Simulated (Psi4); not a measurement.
# [S3]2− ([S3]2-) at HF/6-31G(d) (Cholesky decomposition, spherical functions, cholesky tolerance 0.001, sweep point 6)

Aim: the vertical singlet–triplet gap of [S3]2− ([S3]2-) at HF/6-31G* (Cholesky decomposition, spherical functions, cholesky tolerance 0.001, sweep point 6), from 2 runs. 

The calculation is run with Psi4 1.11.

2 further runs of the same task are left out: 2 set aside as unsound or not needed.

### 1 The molecule

[S3]2−: 3 atoms, total charge -2, spin state singlet. Geometry: relaxed at GFN2-xTB.

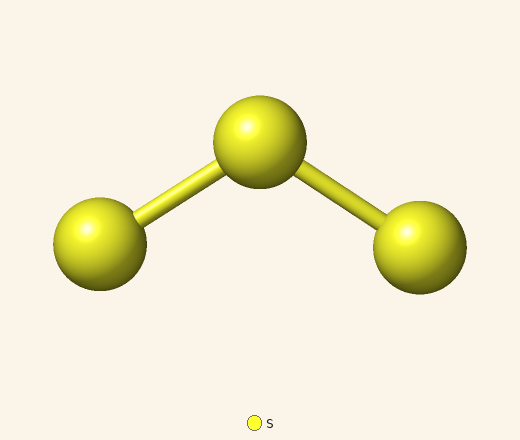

The structure, seen from a chosen angle (sulfur yellow).

### 2 A single-point energy at HF/6-31G(d) (Cholesky decomposition, spherical functions, cholesky tolerance 0.001, sweep point 6)

Contents of calc.dat:

```
memory 1600 mb

molecule mol {
  -2 1
  S      1.34848967    -0.30063653     2.95581512
  S     -0.76626505     1.19109438     0.12846358
  S     -0.58222462    -0.89043895    -3.08427870
  units bohr
  symmetry c1
}

set globals {
  basis              6-31G*
  puream             true
  scf_type           cd
  cholesky_tolerance 0.001
}

energy("scf")
```

Command:

```bash
$ psi4 calc.dat calc.out -n 1
```

calc.out:

```text
[...]
  Running in c1 symmetry.
[...]
  Nuclear repulsion =  173.783652772933920
[...]
  Multiplicity = 1
[...]
  Nalpha       = 25
  Nbeta        = 25
[...]
    Number of basis functions: 54
[...]
   @RHF iter   1: -1192.32470198486726   -3.53942e-01   5.84062e-03 DIIS/ADIIS
[...]
   @RHF iter   8: -1192.41127759077403   -1.68056e-07   8.50183e-07 DIIS
[...]
    Orbital Energies [Eh]
    ---------------------
    Doubly Occupied:
       1A    -91.562871     2A    -91.504133     3A    -91.502400
       4A     -8.576719     5A     -8.517499     6A     -8.515503
       7A     -6.259575     8A     -6.257439     9A     -6.255582
      10A     -6.200621    11A     -6.199265    12A     -6.196680
      13A     -6.196585    14A     -6.195324    15A     -6.195082
      16A     -0.645773    17A     -0.492314    18A     -0.340136
      19A     -0.092478    20A     -0.076990    21A     -0.072331
      22A      0.043421    23A      0.060903    24A      0.065593
      25A      0.124341
[...]
  @RHF Final Energy: -1192.41127759077403
   => Energetics <=
    Nuclear Repulsion Energy =            173.7836527729339196
    One-Electron Energy =               -2017.2677426300922434
    Two-Electron Energy =                 651.0728122663844033
    Total Energy =                      -1192.4112775907738069
[...]
 Multipole Moments:
 ------------------------------------------------------------------------------------
     Multipole            Electronic (a.u.)      Nuclear  (a.u.)        Total (a.u.)
 ------------------------------------------------------------------------------------
 L = 1.  Multiply by 2.5417464519 to convert [e a0] to [Debye]
 Dipole X            :         -0.6939354           -0.0000000           -0.6939354
 Dipole Y            :         -0.0597867           -0.0000000           -0.0597867
 Dipole Z            :         -0.0000000            0.0000000           -0.0000000
 Magnitude           :                                                    0.6965061
[...]
```

Wall time 1.8 s (1 thread of AMD EPYC 9R14 (Zen 4), shared host); peak memory 0.2 GiB.

### 3 The triplet

Contents of input.dat:

```
memory 1.6 GB

molecule molecule1 {
  -2 3
  S      1.34848967    -0.30063653     2.95581512
  S     -0.76626505     1.19109438     0.12846358
  S     -0.58222462    -0.89043895    -3.08427870
  units au
  symmetry c1
}

set reference uhf
set puream true
set scf_type cd
set cholesky_tolerance 0.001
set maxiter 150

e_tot, wfn = energy('scf/6-31G*', return_wfn=True)
```

Command:

```bash
$ psi4 -i input.dat -o output.dat -n 1
```

output.dat:

```text
[...]
  Running in c1 symmetry.
[...]
  Nuclear repulsion =  173.783652772933920
[...]
  Multiplicity = 3
[...]
  Nalpha       = 26
  Nbeta        = 24
[...]
    Number of basis functions: 54
[...]
   @UHF iter   1: -1192.20124036970856   -2.30480e-01   6.20774e-03 DIIS/ADIIS
[...]
   @UHF iter  23: -1192.30128112242983   -8.56608e-09   6.37338e-07 DIIS
[...]
   @S^2 Observed:                2.034690671E+00
[...]
    Orbital Energies [Eh]
    ---------------------
    Alpha Occupied:
       1A    -91.592202     2A    -91.504012     3A    -91.501541
       4A     -8.608340     5A     -8.518679     6A     -8.515291
       7A     -6.294296     8A     -6.286335     9A     -6.283437
      10A     -6.204143    11A     -6.202216    12A     -6.201103
      13A     -6.198139    14A     -6.195034    15A     -6.192916
      16A     -0.688979    17A     -0.517761    18A     -0.386467
      19A     -0.128846    20A     -0.123951    21A     -0.115612
      22A      0.019185    23A      0.049175    24A      0.052512
      25A      0.079532    26A      0.228873
    Alpha Virtual:
[...]
  @UHF Final Energy: -1192.30128112242983
   => Energetics <=
    Nuclear Repulsion Energy =            173.7836527729339196
    One-Electron Energy =               -2016.8893938383457680
    Two-Electron Energy =                 650.8044599429820209
    Total Energy =                      -1192.3012811224298275
  UHF NO Occupations:
  HONO-2 :   24  A 1.9914331
  HONO-1 :   25  A 1.0000000
[...]
 Multipole Moments:
 ------------------------------------------------------------------------------------
     Multipole            Electronic (a.u.)      Nuclear  (a.u.)        Total (a.u.)
 ------------------------------------------------------------------------------------
 L = 1.  Multiply by 2.5417464519 to convert [e a0] to [Debye]
 Dipole X            :         -0.9738999           -0.0000000           -0.9738999
 Dipole Y            :         -0.0580447           -0.0000000           -0.0580447
 Dipole Z            :         -0.0000000            0.0000000           -0.0000000
 Magnitude           :                                                    0.9756281
[...]
```

Wall time 1.9 s (1 thread of AMD EPYC 9R14 (Zen 4), shared host); peak memory 0.2 GiB.

### 4 What came out

At HF/6-31G* (Cholesky decomposition, spherical functions, cholesky tolerance 0.001, sweep point 6):

```
                                                      quantity           value
                                         singlet: total energy  -1192.41128 Eh
                                          singlet: HOMO energy         3.38 eV
                                          singlet: LUMO energy        13.77 eV
singlet: HOMO–LUMO gap (to an unbound level, set by the basis)        10.39 eV
                                         triplet: total energy  -1192.30128 Eh
                   triplet: HOMO energy (highest over α and β)         6.23 eV
                    triplet: LUMO energy (lowest over α and β)        10.82 eV
                                                 triplet: ⟨S²⟩           2.035
              vertical energy of the triplet above the singlet        2.993 eV
```

At this shape the triplet lies 2.99 eV (69 kcal/mol) above the singlet. Its highest level lies above zero, so the electron may be held by the basis, which then sets this gap. The HOMO (singlet) lies at positive energy, 3.38 eV: the electron is unbound at this level or held by a compact basis; values depend on the basis. The HOMO (triplet) lies at positive energy, 6.23 eV: the electron is unbound at this level or held by a compact basis; values depend on the basis.
